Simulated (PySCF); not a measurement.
# C3H3F3: the cost of one run

Computed with PySCF 2.14.0, with density-fitted response routines of our own, on a single molecule in the gas phase. Atoms count from 0, in the outputs and in this text.

## Step 1: The starting structure

9 atoms, charge 0, multiplicity 1; geometry from: MMFF94s. The atoms were then displaced at random by about 0.03 Å, so the start is not that level's minimum.

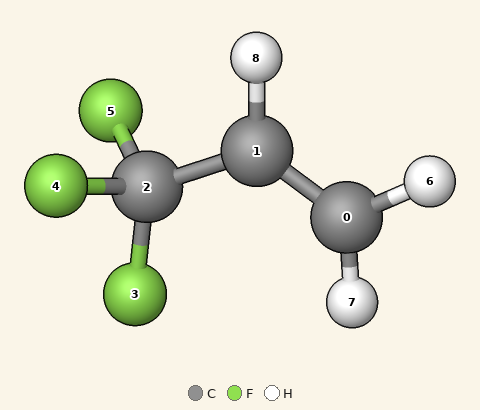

As it starts; carbon grey, fluorine green, hydrogen white, atoms numbered.

## Step 2: Optimising the geometry at PBE0-D3(BJ)/def2-SVP

What the job is given:

```
{"job": {"xc": "PBE0", "basis": "def2-SVP", "d3": "d3bj", "grid": 1, "shake": 0.03, "kind": "geom"}, "charge": 0, "multiplicity": 1}
C     -1.206690     0.213560    -0.553730
C     -0.218690     0.480440     0.215830
C      0.903050    -0.430450     0.364540
F      0.960640    -1.542290    -0.368790
F      2.113160     0.166390     0.006750
F      1.085640    -0.798720     1.674490
H     -2.040910     1.014370    -0.621100
H     -1.315520    -0.591700    -1.186430
H     -0.147940     1.418950     0.870030
```

Command:

```sh
$ OMP_NUM_THREADS=1 python probes_run.py task.json out
```

The driver reads the jobs from task.json and runs them one after another.

**Question.** How long does this first job take on 1 thread of Intel Xeon Platinum 8175M at 2.50GHz, shared host, and how much memory does it need?

About 44 s, with a peak of 0.4 GiB.
